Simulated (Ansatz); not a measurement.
Molecule (SMILES): [SiH] (SiH), doublet.
Atoms: Si1, H2. Bonds: Si1-H2.

Basis-set convergence of the optimised Si1-H2 bond length at PBE0 with Ansatz (a first-principles code). Cartesian d functions, on some or all atoms, in 6-31G**, 6-31+G*, 6-311G**, 6-311+G**; all else is spherical. The program fits the integrals of some runs and decomposes those of others, by size. Core-valence sets carry the plain set on hydrogen. Open shells are unrestricted. No added dispersion term, no relativity. Reference: the value in aug-cc-pV(5+d)Z, 1.5297 Å, itself unsure by roughly 0.0004 Å (its mean distance from pcseg-4, aug-pcseg-3, aug-cc-pV(Q+d)Z). Deviations are taken from unrounded values.

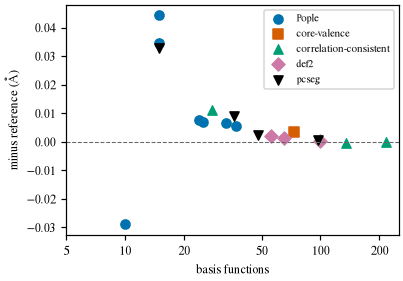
*Deviation from the reference against the number of basis functions, by family of sets.*

```json
[
 {"basis": "STO-3G", "functions": "10", "optimised Si1-H2 bond length (Å)": "1.5008", "minus reference (Å)": "-0.0289"},
 {"basis": "3-21G", "functions": "15", "optimised Si1-H2 bond length (Å)": "1.5645", "minus reference (Å)": "0.0347"},
 {"basis": "6-31G", "functions": "15", "optimised Si1-H2 bond length (Å)": "1.5741", "minus reference (Å)": "0.0444"},
 {"basis": "pcseg-0", "functions": "15", "optimised Si1-H2 bond length (Å)": "1.5626", "minus reference (Å)": "0.0328"},
 {"basis": "6-31G**", "functions": "24", "optimised Si1-H2 bond length (Å)": "1.5375", "minus reference (Å)": "0.0078"},
 {"basis": "6-31+G*", "functions": "25", "optimised Si1-H2 bond length (Å)": "1.5368", "minus reference (Å)": "0.0071"},
 {"basis": "cc-pV(D+d)Z", "functions": "28", "optimised Si1-H2 bond length (Å)": "1.5407", "minus reference (Å)": "0.0110"},
 {"basis": "6-311G**", "functions": "33", "optimised Si1-H2 bond length (Å)": "1.5365", "minus reference (Å)": "0.0068"},
 {"basis": "aug-pcseg-1", "functions": "36", "optimised Si1-H2 bond length (Å)": "1.5389", "minus reference (Å)": "0.0091"},
 {"basis": "6-311+G**", "functions": "37", "optimised Si1-H2 bond length (Å)": "1.5354", "minus reference (Å)": "0.0057"},
 {"basis": "pcseg-2", "functions": "48", "optimised Si1-H2 bond length (Å)": "1.5320", "minus reference (Å)": "0.0022"},
 {"basis": "def2-TZVPP", "functions": "56", "optimised Si1-H2 bond length (Å)": "1.5317", "minus reference (Å)": "0.0019"},
 {"basis": "def2-TZVPPD", "functions": "65", "optimised Si1-H2 bond length (Å)": "1.5311", "minus reference (Å)": "0.0014"},
 {"basis": "cc-pCVTZ", "functions": "73", "optimised Si1-H2 bond length (Å)": "1.5330", "minus reference (Å)": "0.0033"},
 {"basis": "pcseg-3", "functions": "97", "optimised Si1-H2 bond length (Å)": "1.5304", "minus reference (Å)": "0.0007"},
 {"basis": "def2-QZVPP", "functions": "100", "optimised Si1-H2 bond length (Å)": "1.5302", "minus reference (Å)": "0.0004"},
 {"basis": "aug-cc-pV(Q+d)Z", "functions": "135", "optimised Si1-H2 bond length (Å)": "1.5292", "minus reference (Å)": "-0.0006"},
 {"basis": "aug-cc-pV(5+d)Z", "functions": "216", "optimised Si1-H2 bond length (Å)": "1.5297", "minus reference (Å)": "0.0000"}
]
```
